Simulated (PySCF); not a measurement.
## Electronic structure of AlH3N2 in real space

Input file:

```
{"job": {"kind": "inter", "xc": "wB97M-D3(BJ)", "basis": "def2-TZVPD", "pairs": false}, "charge": 0, "multiplicity": 1, "parts": [{"atoms": "0-3", "charge": 0, "multiplicity": 1}, {"atoms": "4-5", "charge": 0, "multiplicity": 1}]}
Al    -0.224429    -0.244277    -0.028677
H     -1.412876     0.003457    -1.054529
H      0.551343     0.997611     0.590839
H      0.398971    -1.702036     0.100547
N     -1.565811    -0.492402     1.705212
N     -2.227171    -0.614019     2.561143
```

Command:

```sh
OMP_NUM_THREADS=1 python cluster_run.py task.json out
```

Geometry: PBE0-D3(BJ)/def2-TZVPD.

The calculation used PySCF, wB97M-D3(BJ)/def2-TZVPD, SCF density, gas phase.

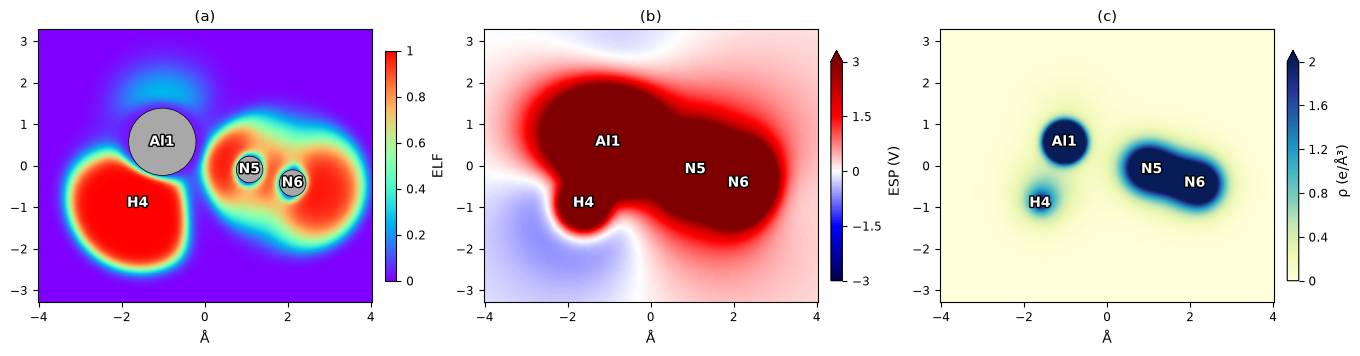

Figure 1. (a) electron localisation function; (b) electrostatic potential; (c) total electron density on the plane of atoms H4, Al1 and N5. Grey discs cover the atomic cores in the ELF map.

Describe what can be read from this map.

Answer. The plane passes through Al, H and N nuclei.
N–N (1.09 Å): ρ is about 4.9 e/Å³ halfway; the ELF peaks at about 0.85 between the atoms: a short, multiple covalent bond.
Al–N (2.21 Å): ρ is about 0.28 e/Å³ halfway, with its minimum of 0.2 e/Å³ about 0.9 Å from Al; the ELF peaks at about 0.95 in the valence shell of N, 0.7 Å from its nucleus, and is about 0.50 at the midpoint.
Al–H (1.59 Å): the density is about 0.53 e/Å³ at the midpoint; the ELF climbs to about 1 towards the hydrogen.
The ELF also peaks beside N6, away from the bonds: lone-pair regions.
Outside the dense part of the molecule the potential is most negative (−0.6 V) near H4.

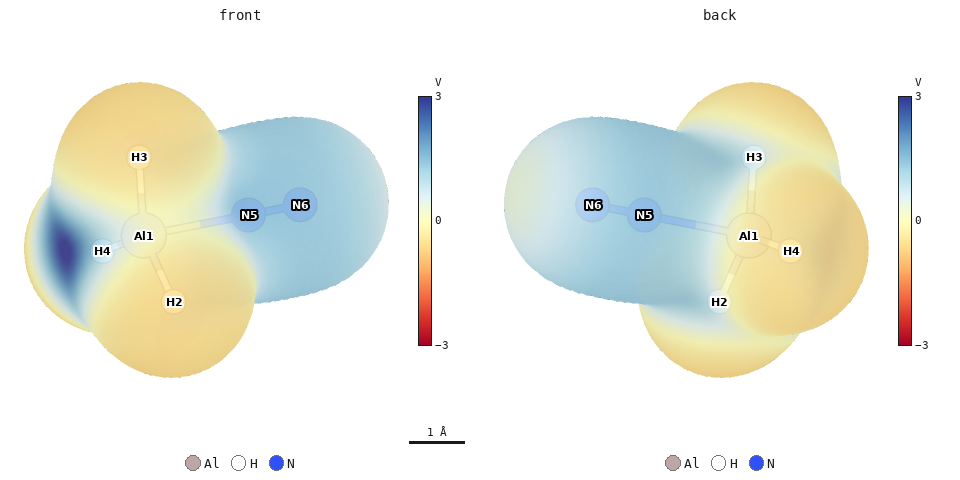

Figure 2. The electrostatic potential painted on the density surface at 0.002 e/bohr³, seen from the front and from behind; red is negative and blue positive.

Which sites attract a positive test charge, and which a negative one?

Answer. A positive charge is drawn to the negative regions and a negative charge to the positive ones. The most negative region (about −0.6 V) lies over H2, H3 and H4, the most positive (about +2.7 V) over Al1.

What dipole moment does the calculation give?

Answer. Its dipole moment is 2.00 D.
